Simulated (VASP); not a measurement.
Energy against volume of TiN (rock salt). Method: r2SCAN meta-GGA, VASP's PBE PAW potentials (set 64) (plane waves; VASP).

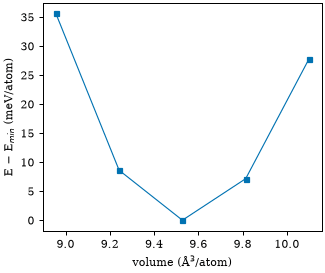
Figure: Energy against volume

Estimate the equilibrium volume and the bulk modulus.

The minimum lies near 9.5 Å³/atom, and the curvature gives B0 of about 290 GPa.

Measured: bulk modulus 288 GPa (computed value off by +1.7 %), as given by V. Krasnenko et al., Solid State Sciences (2013), arXiv:1306.3139; a 4.239 Å (computed value off by +0.0 %), as given by Guo-Xu Zhang et al., New Journal of Physics (2018), doi:10.1088/1367-2630/aac7f0. The calculation is for a static lattice, while the measured bulk modulus, a hold thermal and zero-point effects, which are part of the difference.

The compound is TiN in the rock salt structure. It was relaxed first.
